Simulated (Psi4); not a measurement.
# HF/STO-3G run of [BF2]+ (SMILES F[B+]F)

Aim: the vertical singlet–triplet gap of [BF2]+ at HF/STO-3G, from 2 runs. 

Program for the calculation: Psi4 1.11.

3 further runs of the same task are left out: 2 that didn't finish, 1 set aside as unsound or not needed.

## (1) The system as given

[BF2]+ has 3 atoms, charge +1, and is taken as a singlet. As SMILES, `F[B+]F`. The shape is that of a PBE0-D4/def2-TZVP optimisation.

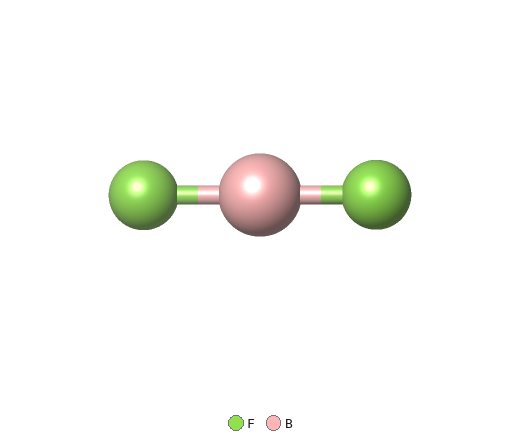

The structure, seen from a chosen angle (fluorine green, boron pink).

## (2) Energy and forces at HF/STO-3G

Input file job.py:

```python
import psi4

psi4.set_memory(2200000000)
psi4.set_num_threads(1)
psi4.set_output_file('bf2.out', False)

geom = psi4.geometry("""
1 1
F      0.329710     1.140520     0.307700
B      0.000000     0.000000     0.000000
F     -0.329720    -1.140520    -0.307700
symmetry c1
no_reorient
no_com
""")

psi4.set_options({
    'basis': 'STO-3G',
    'puream': True,
    'e_convergence': 1e-09,
    'd_convergence': 1e-08,
    'scf_type': 'pk',
})

E, wfn = psi4.gradient('hf', return_wfn=True)
psi4.oeprop(wfn, 'LOWDIN_CHARGES', 'MULLIKEN_CHARGES', 'MAYER_INDICES')
print('gradient / Eh bohr^-1')
print(E.np.round(6))
print(f'energy = {wfn.energy():.10f} Eh')
for k, v in sorted(psi4.core.scalar_variables().items()):
    print(f'{k:45s} {v:18.10f}')
```

On the command line:

```sh
python job.py
```

bf2.out, cut to the lines that bear on the results:

```text
[...]
  Running in c1 symmetry.
[...]
  Nuclear repulsion =   56.306969287117830
[...]
  Multiplicity = 1
[...]
  Nalpha       = 11
  Nbeta        = 11
[...]
    Number of basis functions: 15
[...]
   @RHF iter   1:  -220.18406241181907   -7.55302e-01   2.31590e-02 ADIIS/DIIS
[...]
   @RHF iter   8:  -220.27299843189030   -2.16005e-12   7.33030e-09 DIIS
[...]
    Orbital Energies [Eh]
    ---------------------
    Doubly Occupied:
       1A    -26.512631     2A    -26.511997     3A     -8.030007
       4A     -1.990116     5A     -1.989968     6A     -1.069893
       7A     -1.040798     8A     -1.023192     9A     -1.023192
      10A     -0.915342    11A     -0.915342
[...]
  @RHF Final Energy:  -220.27299843189030
   => Energetics <=
    Nuclear Repulsion Energy =             56.3069692871178304
    One-Electron Energy =                -411.1149800552647662
    Two-Electron Energy =                 134.5350123362566137
    Total Energy =                       -220.2729984318903007
[...]
 Multipole Moments:
 ------------------------------------------------------------------------------------
     Multipole            Electronic (a.u.)      Nuclear  (a.u.)        Total (a.u.)
 ------------------------------------------------------------------------------------
 L = 1.  Multiply by 2.5417464519 to convert [e a0] to [Debye]
 Dipole X            :          0.0001731           -0.0001701            0.0000030
 Dipole Y            :          0.0000010            0.0000000            0.0000010
 Dipole Z            :          0.0000003            0.0000000            0.0000003
 Magnitude           :                                                    0.0000032
[...]
  -Total Gradient:
     Atom            X                  Y                   Z
    ------   -----------------  -----------------  -----------------
       1       -0.006641480889    -0.022973013805    -0.006197871452
       2        0.000001428010     0.000003759556     0.000001014288
       3        0.006640052879     0.022969254248     0.006196857164
[...]
  Mulliken Charges: (a.u.)
   Center  Symbol    Alpha    Beta     Spin     Total
       1     F     4.50392  4.50392  0.00000 -0.00785
       2     B     1.99215  1.99215  0.00000  1.01569
       3     F     4.50392  4.50392  0.00000 -0.00785
   Total alpha = 11.00000, Total beta = 11.00000, Total charge =  1.00000
  Lowdin Charges: (a.u.)
   Center  Symbol    Alpha    Beta     Spin     Total
       1     F     4.42441  4.42441  0.00000  0.15117
       2     B     2.15117  2.15117  0.00000  0.69766
       3     F     4.42442  4.42442  0.00000  0.15117
[...]
```

On the terminal:

```text
gradient / Eh bohr^-1
[[-6.6410e-03 -2.2973e-02 -6.1980e-03]
 [ 1.0000e-06  4.0000e-06  1.0000e-06]
 [ 6.6400e-03  2.2969e-02  6.1970e-03]]
energy = -220.2729984319 Eh
CURRENT ENERGY                                   -220.2729984319
CURRENT REFERENCE ENERGY                         -220.2729984319
DD SOLVATION ENERGY                                 0.0000000000
HF KINETIC ENERGY                                 216.1585866533
HF POTENTIAL ENERGY                              -436.4315850852
HF TOTAL ENERGY                                  -220.2729984319
HF VIRIAL RATIO                                     2.0190342278
NUCLEAR REPULSION ENERGY                           56.3069692871
ONE-ELECTRON ENERGY                              -411.1149800553
PCM POLARIZATION ENERGY                             0.0000000000
PE ENERGY                                           0.0000000000
SCF ITERATION ENERGY                             -220.2729984319
SCF ITERATIONS                                      8.0000000000
SCF TOTAL ENERGY                                 -220.2729984319
TWO-ELECTRON ENERGY                               134.5350123363
```

Run time: 3.6 s. Hardware: 1 thread of Intel Xeon at 2.50GHz (Skylake/Cascade Lake), shared host; peak memory 0.18 GiB.

## (3) The triplet at the same level

Input file calc.inp:

```
memory 2200 MB

molecule {
  1 3
  F      0.329710     1.140520     0.307700
  B      0.000000     0.000000     0.000000
  F     -0.329720    -1.140520    -0.307700
  units angstrom
  symmetry c1
  no_reorient
  no_com
}

set globals {
  basis STO-3G
  reference uhf
  puream true
  e_convergence 1e-09
  d_convergence 1e-08
  scf_type pk
  maxiter 100
}

result, w = gradient("hf", return_wfn=True)
oeprop(w, "MULLIKEN_CHARGES", "WIBERG_LOWDIN_INDICES", "DIPOLE")
```

On the command line:

```sh
psi4 -n 1 calc.inp calc.out
```

calc.out, cut to the lines that bear on the results:

```text
[...]
  Running in c1 symmetry.
[...]
  Nuclear repulsion =   56.306969287117830
[...]
  Multiplicity = 3
[...]
  Nalpha       = 12
  Nbeta        = 10
[...]
    Number of basis functions: 15
[...]
   @UHF iter   1:  -219.86949500506586   -4.40735e-01   1.16169e-02 DIIS/ADIIS
[...]
   @UHF iter  21:  -219.90480769590351   -2.27374e-13   9.68124e-09 DIIS
[...]
   @S^2 Observed:                2.002030089E+00
[...]
  @UHF Final Energy:  -219.90480769590351
   => Energetics <=
    Nuclear Repulsion Energy =             56.3069692871178304
    One-Electron Energy =                -409.7038023924885124
    Two-Electron Energy =                 133.4920254094671463
    Total Energy =                       -219.9048076959035143
  UHF NO Occupations:
  HONO-2 :   10  A 1.9992062
  HONO-1 :   11  A 1.0000000
[...]
  -Total Gradient:
     Atom            X                  Y                   Z
    ------   -----------------  -----------------  -----------------
       1       -0.053145670727    -0.183863713340    -0.049604390863
       2       -0.000010497983     0.000017816844     0.000004693286
       3        0.053156168710     0.183845896496     0.049599697577
[...]
 Multipole Moments:
 ------------------------------------------------------------------------------------
     Multipole            Electronic (a.u.)      Nuclear  (a.u.)        Total (a.u.)
 ------------------------------------------------------------------------------------
 L = 1.  Multiply by 2.5417464519 to convert [e a0] to [Debye]
 Dipole X            :          0.0001342           -0.0001701           -0.0000359
 Dipole Y            :          0.0000527            0.0000000            0.0000527
 Dipole Z            :          0.0000138            0.0000000            0.0000138
 Magnitude           :                                                    0.0000653
[...]
  Mulliken Charges: (a.u.)
   Center  Symbol    Alpha    Beta     Spin     Total
       1     F     4.72991  4.05583  0.67408  0.21425
       2     B     2.54018  1.88831  0.65187  0.57151
       3     F     4.72990  4.05586  0.67405  0.21424
   Total alpha = 12.00000, Total beta = 10.00000, Total charge =  1.00000
  Wiberg Bond Indices using Orthogonal Lowdin Orbitals:
  Total Bond Index:
  Irrep: 1 Size: 3 x 3
[...]
```

Run time: 3.3 s. Hardware: 1 thread of Intel Xeon at 2.50GHz (Skylake/Cascade Lake), shared host; peak memory 0.18 GiB.

## (4) What came out

Level: HF/STO-3G.

| quantity | value |
| --- | --- |
| singlet: total energy | -220.27300 Eh |
| singlet: HOMO energy | -24.91 eV |
| singlet: LUMO energy | -1.71 eV |
| singlet: HOMO–LUMO gap | 23.19 eV |
| singlet: largest force on an atom | 1.270 eV/Å |
| triplet: total energy | -219.90481 Eh |
| triplet: HOMO energy (highest over α and β) | -13.54 eV |
| triplet: LUMO energy (lowest over α and β) | -10.67 eV |
| triplet: ⟨S²⟩ | 2.002 |
| triplet: largest force on an atom | 10.167 eV/Å |
| vertical energy of the triplet above the singlet | 10.019 eV |

**Reading.** At this shape the triplet lies 10.02 eV (967 kJ/mol) above the singlet. The largest force (singlet) is 1.27 eV/Å: the shape isn't a stationary point for this species at this level. In a minimal basis such a difference can be off by several eV, whatever the method. Mulliken charges (singlet) run from -0.01 on F1 to +1.02 on B2; they depend strongly on the basis. Mulliken charges (triplet) run from +0.21 on F3 to +0.57 on B2; they depend strongly on the basis.
